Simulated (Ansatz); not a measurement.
ClF$_{2}$HOTi···PH$_{3}$

Input file:

```
crystal:
  periodic: [false, false, false]
  atoms:
    - { symbol: Ti, position_ang: [0.195955, -0.135973, 0.056478] }
    - { symbol: Cl, position_ang: [0.625637, -0.075368, 2.344783] }
    - { symbol: O, position_ang: [1.745132, -0.059009, -0.784456] }
    - { symbol: H, position_ang: [2.444491, -0.704428, -0.995633] }
    - { symbol: F, position_ang: [-0.747783, 1.225025, -0.501029] }
    - { symbol: F, position_ang: [-0.526796, -1.667355, -0.378024] }
    - { symbol: P, position_ang: [-3.185475, 0.303727, 1.287332] }
    - { symbol: H, position_ang: [-2.841634, -0.688855, 0.300691] }
    - { symbol: H, position_ang: [-3.692953, -0.705253, 2.183932] }
    - { symbol: H, position_ang: [-1.888675, 0.243289, 1.888725] }
basis:
  gaussian: { orbitals: def2-SVP }
hamiltonian:
  xc: pbe
relax:
  f_tol: 0.03
  max_steps: 50
output:
  orbitals: {}
```

Command:

```sh
ansatz run input.yaml --threads 4 --pin off --max-ram 5120MiB --backend cpu --events-out ev --progress --plain --runs-dir out
```

The fields are those of the run's last geometry, not of the input's.

Theory: Ansatz 0.2.0, RKS PBE/def2-SVP.

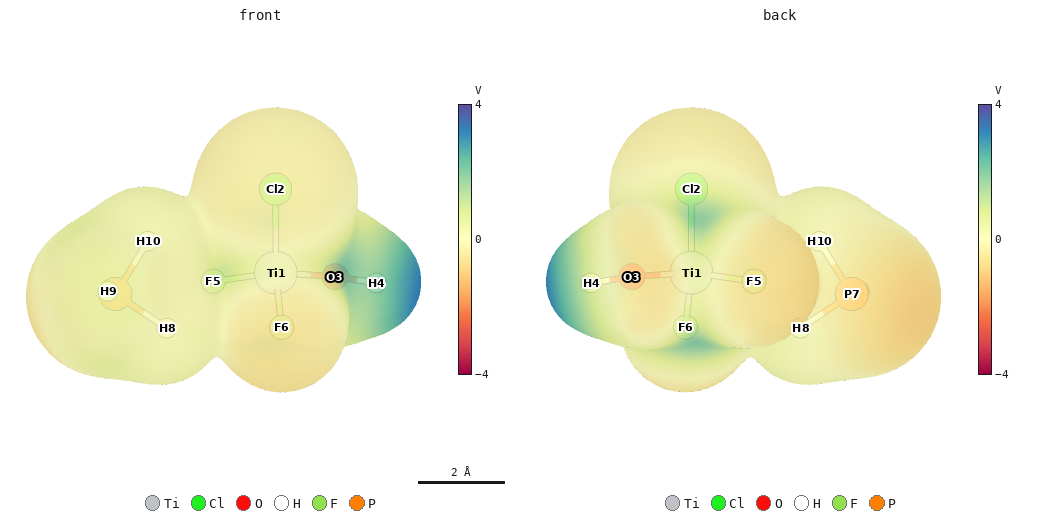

Figure 1. The electrostatic potential painted on the density surface at 0.002 e/bohr³, seen from the front and from behind; the colour scale runs from red (negative) to blue (positive).

Q: Describe the electrostatic potential map.

A: The most negative region (about −1.0 V) lies over P7, the most positive (about +3.2 V) over H4.

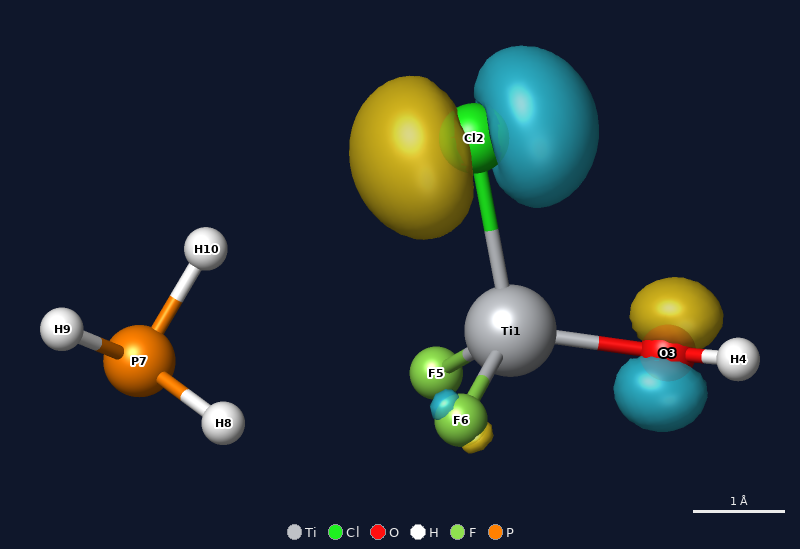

Figure 2. The HOMO−1 at ±0.2 Å⁻³ᐟ² (yellow and cyan are the two phases), seen across its widest extent.

Q: Describe this orbital and give its energy.

A: It lies mainly on Cl2 (about 70 %), O3 (about 15 %) and Ti1 (about 5 %); largely a lone pair of Cl2. Its energy is −7.92 eV.

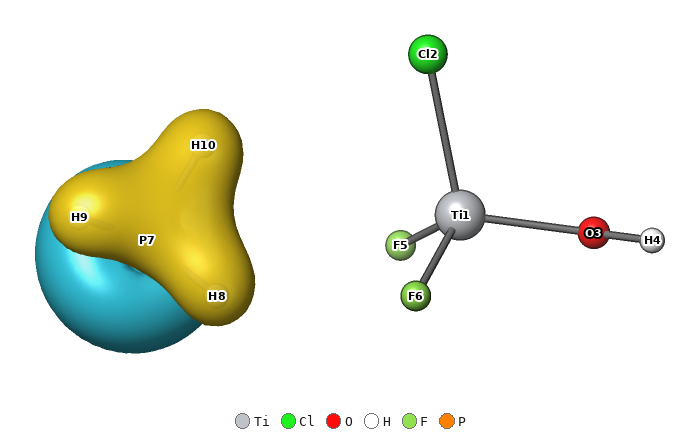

Figure 3. The HOMO at ±0.15 Å⁻³ᐟ² (yellow and cyan are the two phases), seen across its widest extent.

Q: Where does this orbital lie, and at what energy?

A: By Hirshfeld shares it lies mainly on P7 (about 80 %), H9 (about 5 %), H10 (about 5 %) and H8 (about 5 %); largely a lone pair of P7. Its energy is −6.49 eV.
